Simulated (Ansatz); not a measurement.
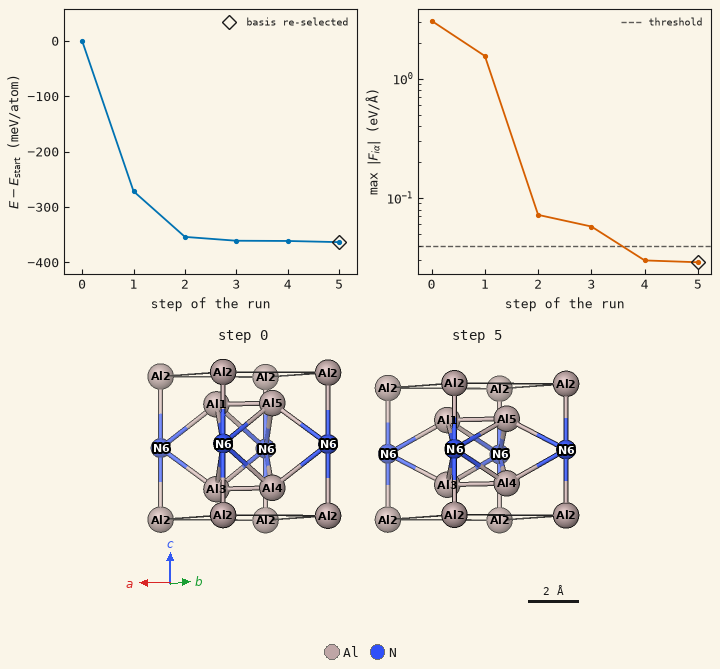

First and last geometry of a relaxation of crystalline Al₅N (a generated structure, set up in P6/mmm) (coarse preliminary run), with the history of the run. The picture is a ball-and-stick view of the cell of the calculation, seen from a free direction.

Computed with DFT PBE, scalar-relativistic, plane waves, PAW (Ansatz 0.2.0).

The input:
```yaml
crystal:
  lattice:
    - [4.27091307, 0.0, 0.0]
    - [-2.13545654, 3.69871922, 0.0]
    - [0.0, 0.0, 5.79755425]
  atoms:
    - { symbol: Al, position: [0.66666667, 0.33333333, 0.79599494] }
    - { symbol: Al, position: [0.0, 0.0, 0.0] }
    - { symbol: Al, position: [0.66666667, 0.33333333, 0.20400506] }
    - { symbol: Al, position: [0.33333333, 0.66666667, 0.20400506] }
    - { symbol: Al, position: [0.33333333, 0.66666667, 0.79599494] }
    - { symbol: "N", position: [0.0, 0.0, 0.5] }
basis:
  ecutwfc: 420
kpoints:
  mp_grid: { grid: [6, 6, 4] }
hamiltonian:
  xc: pbe
scf:
  occupations: { method: gaussian, width: 0.1 }
  lower_state_search: "off"
output:
  forces: true
  stress: true
  eigenvalues: true
relax:
  adjacent_minimum: "off"
  f_tol: 0.04
  max_steps: 70
  cell: { stress_tol: 0.4 }
```

Launched with:
```bash
ansatz run input.yaml --threads 1 --pin off --max-ram 2560MiB --backend cpu --events-out ev --progress --plain --runs-dir out
```

Question: Read the history and describe the run.

Answer: It converged. The largest moves relative to the cell, 0.27 Å, are those of Al1, Al3, Al4 and Al5. Al1 goes along −c. N stays in place. The drawn cell changes as follows: a = b 4.271 → 4.544 Å (+6.4 %), c 5.798 → 5.329 Å (−8.1 %); the volume changes by +4.1 %. Near-neighbour distances that change, for instance: Al1–Al3 2.365 → 2.711 Å, Al2–N6 2.899 → 2.665 Å, Al1–Al5 2.466 → 2.624 Å, Al1–N6 3.004 → 2.932 Å. The space group stays P6/mmm (No. 191). The energy falls by 363 meV per atom in 4 accepted moves (5 points after the start). Largest force component: 3 eV/Å at the start, 0.029 eV/Å at the end. The pressure goes from 13.84 to 0.12 GPa. At 1 point the geometry stayed and the basis and grid were re-selected for the new cell (energy shift of 2.1 meV per atom at most each time). Cost: 16 s on 1 thread of Intel(R) Xeon(R) Processor @ 2.70GHz, with other jobs on the host, peak memory 0.38 GiB.

| step | E − E(0), meV/atom | largest force component, eV/Å | pressure, GPa | volume, Å³/atom | note |
| --- | --- | --- | --- | --- | --- |
| 0 | 0.00 | 3.0442 | 13.84 | 15.264 |  |
| 1 | -271.51 | 1.5452 | 5.47 | 15.376 |  |
| 2 | -353.89 | 0.0722 | 3.67 | 15.185 |  |
| 3 | -360.85 | 0.0577 | -0.32 | 15.945 |  |
| 4 | -361.26 | 0.0300 | -0.03 | 15.886 |  |
| 5 | -363.38 | 0.0290 | 0.12 | 15.886 | same geometry, new basis |
